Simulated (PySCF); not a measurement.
Consider C5H10SSi.

```yaml
atoms:
  - { symbol: C, position_ang: [-1.5965, 1.7630, 0.8497] }
  - { symbol: C, position_ang: [-1.4723, 0.6366, 0.1992] }
  - { symbol: C, position_ang: [-2.0895, -0.5415, -0.4128] }
  - { symbol: C, position_ang: [-0.5766, -0.3675, -0.3868] }
  - { symbol: C, position_ang: [0.2588, -1.2383, 0.5080] }
  - { symbol: S, position_ang: [1.6713, -0.3381, 1.2602] }
  - { symbol: Si, position_ang: [2.8162, 0.2082, -0.4630] }
  - { symbol: H, position_ang: [-2.5624, 2.1573, 1.1220] }
  - { symbol: H, position_ang: [-0.7343, 2.3386, 1.1450] }
  - { symbol: H, position_ang: [-2.5270, -1.2895, 0.2341] }
  - { symbol: H, position_ang: [-2.6002, -0.4376, -1.3600] }
  - { symbol: H, position_ang: [-0.0932, -0.1196, -1.3273] }
  - { symbol: H, position_ang: [0.6663, -2.0946, -0.0311] }
  - { symbol: H, position_ang: [-0.3229, -1.5908, 1.3588] }
  - { symbol: H, position_ang: [2.2065, 1.3549, -1.1291] }
  - { symbol: H, position_ang: [2.8222, -0.9470, -1.3556] }
  - { symbol: H, position_ang: [4.1267, 0.5180, 0.0776] }
```

Geometry: GFN2-xTB.

Computed with PBE0/def2-SVPD, SCF density, gas phase (PySCF 2.14.0).

What can the converged electron density and electron localisation function tell about the bonding?

C–C (1.31 Å): ρ is about 2.3 e/Å³ halfway; the ELF peaks at about 0.90 between the atoms; a short, multiple covalent bond.
C–H (1.08 Å): ρ is about 2 e/Å³ halfway; the ELF climbs to about 1 towards the hydrogen, as it does in any bond to H; a covalent bond by its length.
C–C (1.46 Å): ρ is about 1.7 e/Å³ halfway; the ELF peaks at about 0.90 between the atoms: localised, covalent bonding.
Si–H (1.45 Å): ρ at the midpoint is about 0.81 e/Å³; the ELF climbs to about 1 towards the hydrogen.

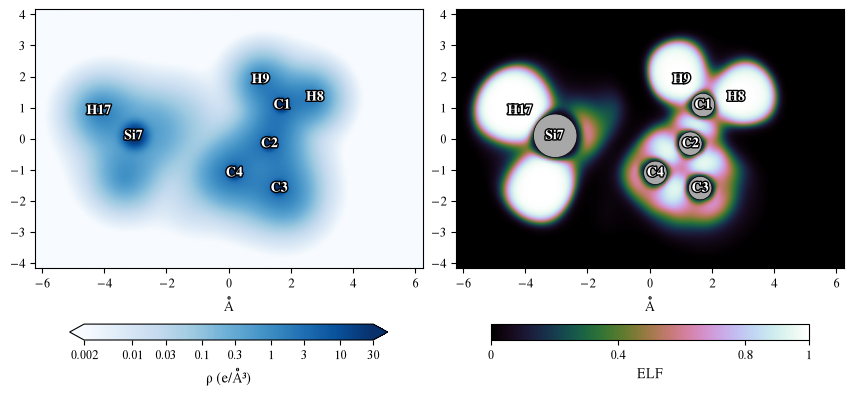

Computed electron density and electron localisation function on the plane of atoms H8, C1 and H9, in this order. Grey discs cover the atomic cores in the ELF map. 
